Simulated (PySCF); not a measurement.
# C₇H₁₀OSSi (SMILES C/C=C/[SiH2]C#CC(=S)OC): what the fields show

```xyz
20

C    -2.9602    2.7458   -2.0626
C    -2.4980    1.3289   -2.1071
C    -2.0175    0.6523   -1.0713
Si   -1.4264   -1.1293   -1.1189
C     0.1865   -1.1462   -0.1989
C     1.2214   -1.1193    0.4298
C     2.4699   -1.0262    1.0752
S     3.6942   -0.1867    0.3710
O     2.5543   -1.6426    2.2484
C     3.7832   -1.5603    2.9375
H    -2.8401    3.1674   -1.0673
H    -2.3904    3.3463   -2.7716
H    -4.0101    2.8089   -2.3495
H    -2.5742    0.8531   -3.0774
H    -1.9543    1.1658   -0.1176
H    -2.3421   -2.0251   -0.4002
H    -1.1749   -1.5928   -2.4854
H     3.6485   -2.1132    3.8640
H     4.0358   -0.5170    3.1467
H     4.5893   -1.9987    2.3424
```

Geometry: GFN2-xTB.

These are results of PySCF, PBE0/pcSseg-1, SCF density, gas phase, non-relativistic, not measurements.

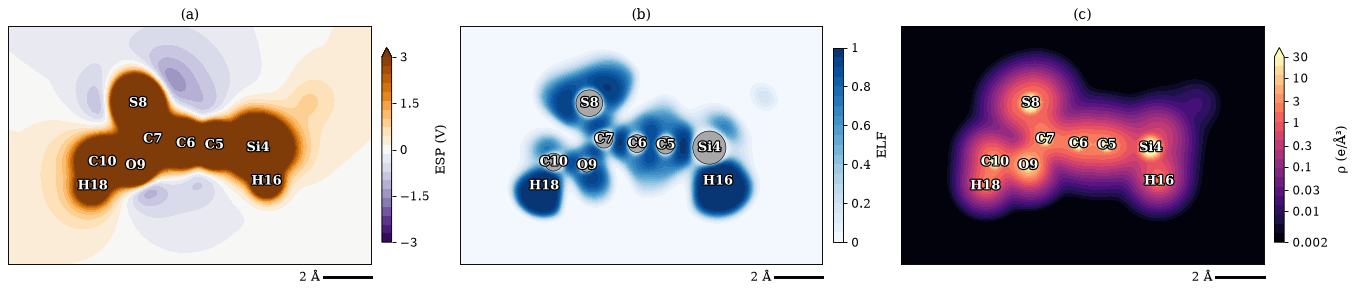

Figure 1. (a) molecular electrostatic potential; (b) electron localisation function; (c) electron density on the plane of atoms C7, O9 and C10. Grey discs cover the atomic cores in the ELF map.

Q: Interpret the plot.

A: The section cuts through Si, C, S, O and H sites. C–C (1.21 Å): ρ at the midpoint is about 2.7 e/Å³; the ELF peaks at about 0.85 between the atoms; a multiple bond. C–O (1.33 Å): ρ at the midpoint is about 2.5 e/Å³; the ELF peaks at about 0.90 between the atoms; a polar covalent bond. C–S (1.64 Å): the density is about 1.6 e/Å³ at the midpoint; the ELF peaks at about 0.90 between the atoms (localised, covalent bonding). C–Si (1.86 Å): the density is about 0.91 e/Å³ at the midpoint; the ELF peaks at about 0.95 between the atoms; a shared electron pair. C–H (1.09 Å): the density is about 2.1 e/Å³ at the midpoint; the ELF climbs to about 1 towards the hydrogen, as it does in any bond to H (a covalent bond by its length). The ELF also peaks beside O9 and S8, away from the bonds: lone-pair regions. Outside the dense part of the molecule the potential is most negative (−1.5 V) near S8.

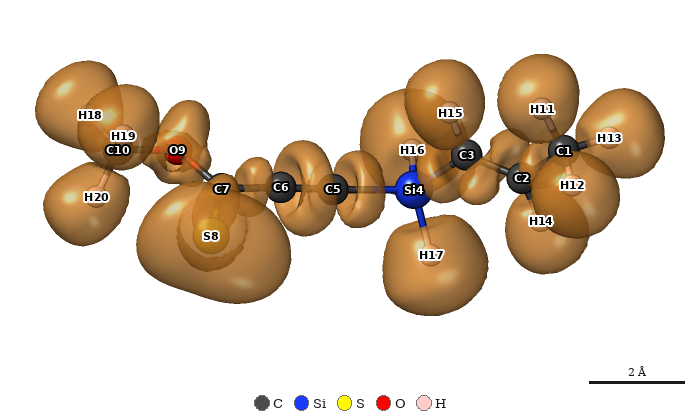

Figure 2. Isosurface of the ELF at 0.75 (orange), seen from one side. Only the valence region is drawn (cores and ρ < 0.01 e/Å³ removed).

Q: Where are the electrons localised?

A: At this value the surface marks out four regions between bonded C–C atoms (shared pairs), one region between bonded C–S atoms (shared pairs), two regions between bonded C–Si atoms (shared pairs), ten regions around hydrogen nuclei, one region on O in which the atom's valence shell and bonds are merged and one ring or bowl of non-bonding electrons around S.

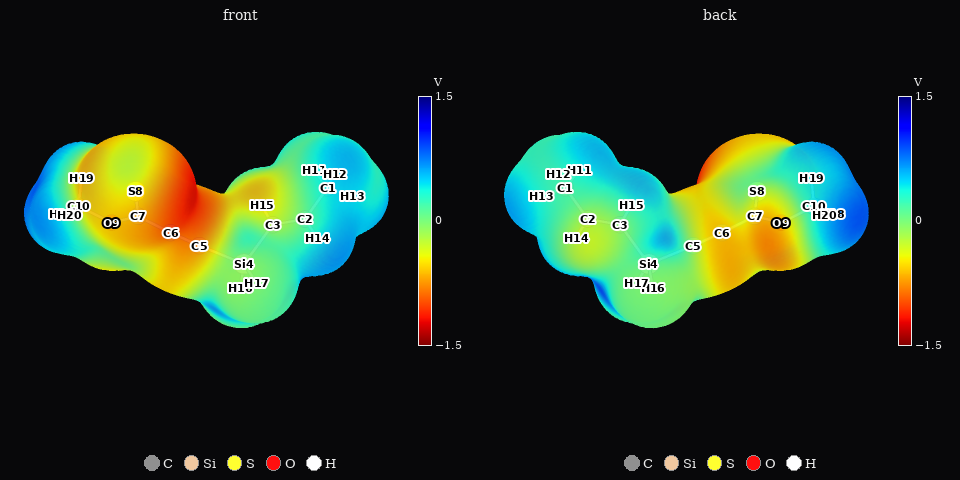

Figure 3. The electrostatic potential painted on the density surface at 0.001 e/bohr³, seen from the front and from behind; red is negative and blue positive.

Q: Where is the surface potential most negative and most positive?

A: The most negative region (about −1.2 V) lies over S8, the most positive (about +0.9 V) over Si4, C10 and H18.

Q: How polar is the molecule by this calculation?

A: Its dipole moment is 1.71 D.
